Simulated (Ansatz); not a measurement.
# Calculations on K16H

**1. Relaxation**

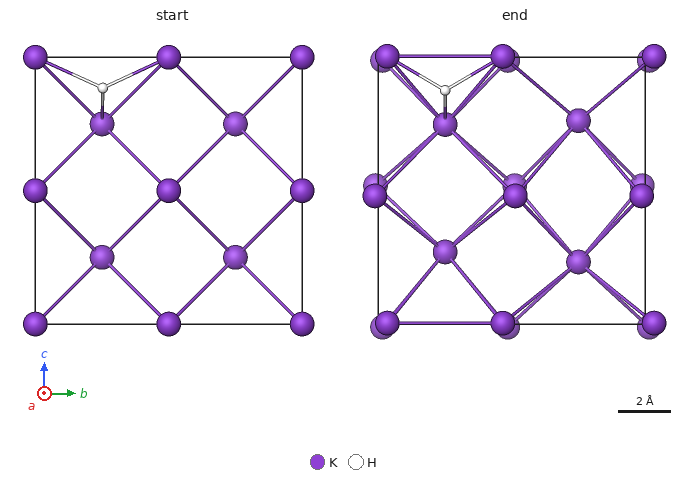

The structure of a defect cell of composition K₁₆H before (left) and after (right) a relaxation, at one scale.

A ball-and-stick model of the cell of the calculation, seen along the a axis.

It is an interstitial H in bcc K. The run prepares an end point of a later path (interstitial hop) calculation, from a guessed geometry. The atoms of the start lie slightly off their symmetric places, so part of the fall in energy undoes that.

Level of theory: DFT PBEsol, scalar-relativistic, plane waves, PAW (Ansatz 0.2.0). Set-up: plane-wave cutoff 420 eV; k-point mesh 2 × 2 × 2; occupations gaussian; smearing width 0.15 eV; no spin polarisation; atoms relaxed in a fixed cell; force threshold 0.03 eV/Å; at most 60 steps.

Question: Describe what moved and what it gained.

Answer: The largest moves, 0.35 Å, are those of K atoms. Largest moves by element: K 0.35 Å, H 0.10 Å. The cell stays as it was. Near-neighbour distances that change, for instance: K–K 5.230 → 4.529 Å, K–K 4.529 → 4.168 Å, H–K 2.977 → 2.630 Å, H–K 2.907 → 2.630 Å. Among the angles between lasting bonds that change: K–H–K 130.5° → 119.0°. The energy falls by 0.168 eV per cell of the calculation in 5 geometry steps. Largest force component: 0.21 eV/Å at the start, 0.0035 eV/Å at the end. The run took 25 s on 4 threads of AMD EPYC 9R14 (Zen 4), on a shared host, peak memory 2.5 GiB.

**2. Relaxation**

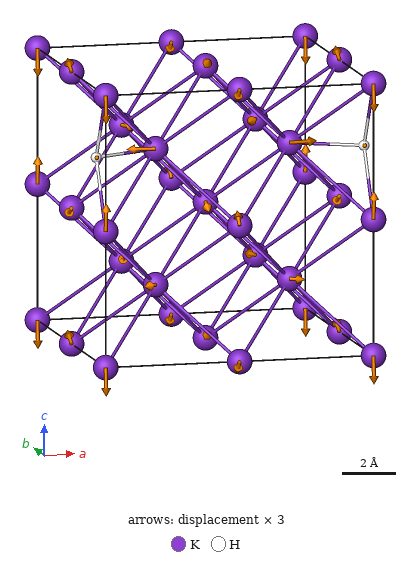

This is a relaxation of a defect cell of composition K16H. The starting structure is drawn; orange arrows show the displacements, 3 times their true length.

The picture is a ball-and-stick view of the cell of the calculation, seen slightly off an axis.

It is an interstitial H in bcc K. The run prepares an end point of a later path (interstitial hop) calculation, from a guessed geometry.

Level of theory: Ansatz, DFT PBEsol, scalar-relativistic, plane waves, PAW. Set-up: plane-wave cutoff 420 eV; k-point mesh 2 × 2 × 2; occupations gaussian; smearing width 0.15 eV; no spin polarisation; atoms relaxed in a fixed cell; force threshold 0.03 eV/Å; at most 60 steps.

Atoms of which element are displaced furthest, and by how much?

Answer. Potassium: up to 0.37 Å, against 0.05 Å for hydrogen.

What happened in the run?

Answer. The energy falls by 0.166 eV per cell of the calculation in 5 accepted moves (6 points after the start). The largest force component goes from 0.21 to 0.021 eV/Å. 1 step only repeated the SCF at the same geometry. The largest moves, 0.37 Å, are those of K atoms. By element the largest moves are K 0.37 Å, H 0.05 Å. The lattice vectors keep their values. Among the contacts that change: K–K 5.230 → 4.489 Å, K–K 4.529 → 4.154 Å, H–K 2.946 → 2.610 Å, H–K 2.932 → 2.625 Å. Cost: 33 s on 4 threads of AMD EPYC 9R14 (Zen 4) (shared host), peak memory 2.5 GiB.

**3. Path**

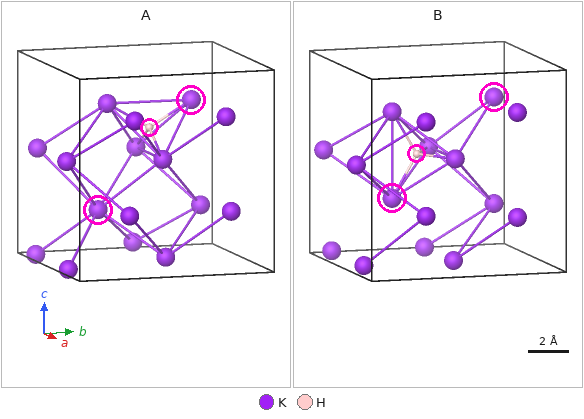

The two relaxed end points of a path for K with an interstitial H (17 atoms in the cell). The picture is a ball-and-stick view of the simulation cell (origin moved), seen slightly off an axis. The atoms that move most are ringed. Bonds to atoms that aren't drawn are left out.

Method: DFT PBEsol, scalar-relativistic, plane waves, PAW (Ansatz 0.2.0).

Input
```yaml
crystal:
  lattice:
    - [10.46, 0.0, 0.0]
    - [0.0, 10.46, 0.0]
    - [0.0, 0.0, 10.46]
  atoms:
    - { symbol: K, position: [-3.461e-05, 0.03355527, 0.00361686] }
    - { symbol: K, position: [0.49995819, 0.01549909, -0.01164996] }
    - { symbol: K, position: [-3.465e-05, 0.46651337, 0.00332764] }
    - { symbol: K, position: [-4.568e-05, -0.01306906, 0.48029314] }
    - { symbol: K, position: [0.26374105, 0.25015865, 0.27034176] }
    - { symbol: K, position: [0.49995836, 0.48485145, -0.01165993] }
    - { symbol: K, position: [0.49997089, -0.01081347, 0.51897692] }
    - { symbol: K, position: [0.73619084, 0.25015885, 0.27032554] }
    - { symbol: K, position: [-4.574e-05, 0.51339721, 0.48027305] }
    - { symbol: K, position: [0.26119504, 0.75018491, 0.2326178] }
    - { symbol: K, position: [0.21640687, 0.25029625, 0.74803352] }
    - { symbol: K, position: [0.49997086, 0.51118718, 0.51897668] }
    - { symbol: K, position: [0.73873248, 0.75018468, 0.23260549] }
    - { symbol: K, position: [0.78353466, 0.25029646, 0.74805694] }
    - { symbol: K, position: [0.23415135, 0.75021021, 0.76240047] }
    - { symbol: K, position: [0.76577729, 0.75020992, 0.76241181] }
    - { symbol: H, position: [-3.21e-05, 0.25015435, 0.87594437] }
basis:
  ecutwfc: 420.0
kpoints:
  mp_grid: { grid: [2, 2, 2] }
hamiltonian:
  xc: pbesol
scf:
  occupations: { method: gaussian, width: 0.15 }
  lower_state_search: "off"
neb:
  images: 7
  f_tol: 0.05
  initial_path: idpp
  max_iterations: 60
  final_atoms:
    - { symbol: K, position: [-3.492e-05, -0.00282323, -0.03541079] }
    - { symbol: K, position: [0.49975456, 0.01182758, -0.01690795] }
    - { symbol: K, position: [-6.11e-05, 0.52075326, 0.01364929] }
    - { symbol: K, position: [-3.695e-05, -0.00281694, 0.53543373] }
    - { symbol: K, position: [0.23297552, 0.23843719, 0.25001593] }
    - { symbol: K, position: [0.49984311, 0.48146701, 0.00975184] }
    - { symbol: K, position: [0.49975412, 0.01182603, 0.51696608] }
    - { symbol: K, position: [0.7667609, 0.23834945, 0.25001571] }
    - { symbol: K, position: [-6.22e-05, 0.5207462, 0.48642803] }
    - { symbol: K, position: [0.25868233, 0.76944063, 0.25002508] }
    - { symbol: K, position: [0.2143935, 0.2534586, 0.7500096] }
    - { symbol: K, position: [0.49984276, 0.48146846, 0.49030402] }
    - { symbol: K, position: [0.74105397, 0.76950908, 0.25002467] }
    - { symbol: K, position: [0.78546398, 0.25364354, 0.75000908] }
    - { symbol: K, position: [0.26326944, 0.7293689, 0.75003755] }
    - { symbol: K, position: [0.7366454, 0.72955232, 0.75003725] }
    - { symbol: H, position: [-0.00098672, 0.12462889, 0.75000345] }
  order_check: true
```

Launched with:
```bash
ansatz run input.yaml --threads 4 --pin off --max-ram 10240MiB --backend cpu --events-out ev --progress --plain --runs-dir out
```

### Predict the minimum-energy path and its barrier.

The barrier is about 0.064 eV in both directions, with image 4 at the top; the ends have nearly the same energy. The H atom travels furthest, 1.86 Å from end to end, along [0 −1 −1], on a path that bends up to 0.39 Å away from the straight line. At the highest image its nearest neighbour (K) is 2.70 Å away, against 2.63 Å at the start, and the surrounding atoms stand up to 0.57 Å off the mean of their end positions. The band converged in 8 iterations, with a climbing image at the top.

Energies of the converged images:

| image | path (Å) | E (eV) |
| --- | --- | --- |
| 0 | 0.00 | 0.000 |
| 1 | 0.46 | 0.007 |
| 2 | 0.91 | 0.026 |
| 3 | 1.37 | 0.051 |
| 4 | 1.82 | 0.064 |
| 5 | 2.28 | 0.051 |
| 6 | 2.74 | 0.025 |
| 7 | 3.20 | 0.007 |
| 8 | 3.65 | 0.001 |

The geometry at the top of the path:

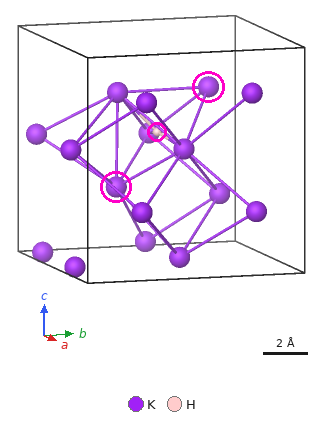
